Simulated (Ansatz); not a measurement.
Input file:

```
crystal:
  periodic: [false, false, false]
  atoms:
    - {symbol: Ge, position_ang: [0.082382, 0.577735, 0.076595]}
    - {symbol: C, position_ang: [0.049851, 0.685459, 2.051573]}
    - {symbol: C, position_ang: [0.901366, -0.393247, 2.727918]}
    - {symbol: H, position_ang: [-1.005233, 0.635928, 2.395700]}
    - {symbol: H, position_ang: [0.403161, 1.703692, 2.323452]}
    - {symbol: H, position_ang: [0.854182, -0.331117, 3.835644]}
    - {symbol: H, position_ang: [0.574035, -1.411583, 2.433849]}
    - {symbol: H, position_ang: [1.970293, -0.307785, 2.440632]}
    - {symbol: C, position_ang: [1.946382, 0.687576, -0.582235]}
    - {symbol: C, position_ang: [2.700135, 1.911733, -0.050406]}
    - {symbol: H, position_ang: [1.925776, 0.697585, -1.692972]}
    - {symbol: H, position_ang: [2.457424, -0.254188, -0.289962]}
    - {symbol: H, position_ang: [3.738231, 1.963088, -0.441233]}
    - {symbol: H, position_ang: [2.200289, 2.861731, -0.334339]}
    - {symbol: H, position_ang: [2.771253, 1.902714, 1.057478]}
    - {symbol: C, position_ang: [-1.006302, 2.038175, -0.719714]}
    - {symbol: C, position_ang: [-2.490454, 1.972366, -0.345633]}
    - {symbol: H, position_ang: [-0.875315, 1.981986, -1.822168]}
    - {symbol: H, position_ang: [-0.559338, 3.007509, -0.406397]}
    - {symbol: H, position_ang: [-3.075901, 2.798003, -0.803001]}
    - {symbol: H, position_ang: [-2.951735, 1.020029, -0.680089]}
    - {symbol: H, position_ang: [-2.643421, 2.037049, 0.752401]}
    - {symbol: N, position_ang: [-0.563038, -1.114846, -0.384744]}
    - {symbol: C, position_ang: [-1.706528, -1.686049, 0.293590]}
    - {symbol: C, position_ang: [-0.334188, -1.631539, -1.724605]}
    - {symbol: C, position_ang: [0.300918, -3.028056, -1.749892]}
    - {symbol: H, position_ang: [-2.673023, -1.535234, -0.256559]}
    - {symbol: H, position_ang: [-1.597654, -2.785937, 0.446151]}
    - {symbol: H, position_ang: [-1.831519, -1.241150, 1.301217]}
    - {symbol: H, position_ang: [-1.291768, -1.655910, -2.310284]}
    - {symbol: H, position_ang: [0.331375, -0.932232, -2.276324]}
    - {symbol: H, position_ang: [0.445984, -3.382393, -2.791687]}
    - {symbol: H, position_ang: [1.287473, -3.015970, -1.241881]}
    - {symbol: H, position_ang: [-0.335074, -3.775125, -1.232077]}
basis:
  gaussian: {orbitals: def2-TZVP, initial_orbitals: start.molden}
hamiltonian: {xc: pbe0, dispersion: d4}
scf: {omitted_lower_state_checks: [starts]}
output: {orbitals: {seedname: orbitals}}
```

Run with:

```sh
ansatz run in.yaml --threads 6 --pin off --events-out ev --progress --plain --max-ram 7833MiB
```

Geometry: PBE-D4/def2-SVP.

All numbers below come from RKS PBE0-D4/def2-TZVP in Ansatz.

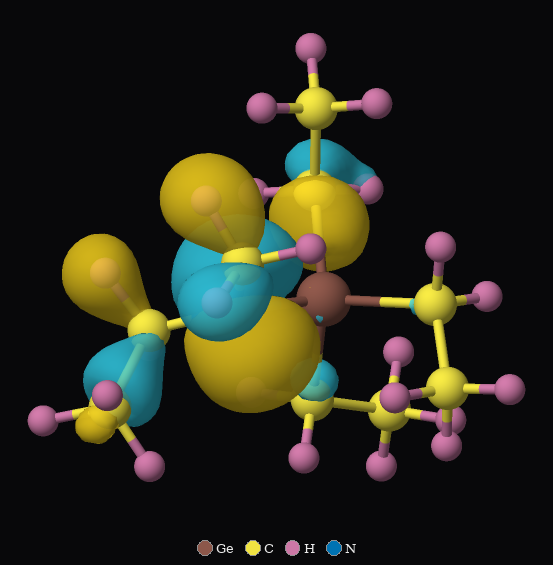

C$_{9}$H$_{23}$GeN (GeEt3(NMeEt)). The HOMO at ±0.1 Å⁻³ᐟ² (yellow and cyan are the two phases), seen at a tilt.

Question: Describe this orbital and give its energy.

Answer: By Hirshfeld shares it lies mainly on N23 (about 50 %), C24 (about 5 %), Ge1 (about 5 %) and C25 (about 5 %). Its energy is −5.68 eV.
